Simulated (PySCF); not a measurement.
SMILES [SiH3]O[SiH2]O, PBE0/def2-SVP optimised geometry. Atoms within 1.6 Å of the plane z = 0.0 Å (x, y, z in Å): O1 (2.42, 0.03, -1.47), Si2 (1.80, -0.42, 0.00), O3 (0.15, -0.42, 0.00), Si4 (-1.22, 0.52, 0.00), H6 (2.21, -1.81, 0.35), H7 (2.31, 0.58, 0.97), H8 (-0.97, 1.81, 0.71), H9 (-1.65, 0.80, -1.40), H10 (-2.31, -0.22, 0.70).

Calculation: PBE0/def2-TZVP run with PySCF. Cells within 0.4 Å of a nucleus heavier than hydrogen are left out (blank, or x).

Map of the electron localisation function on the plane z = 0.0 Å:

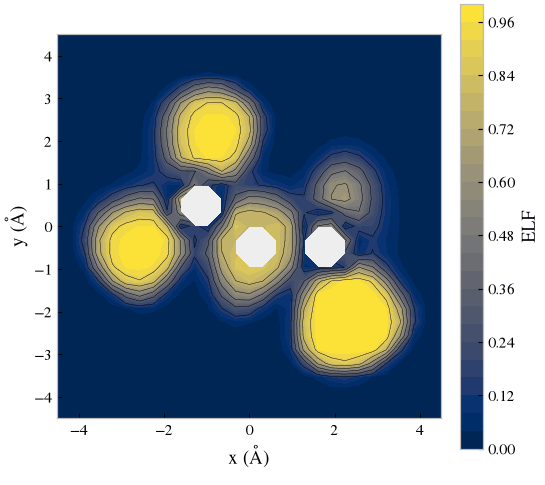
*Electron localisation function on the plane z = 0.0 Å.*
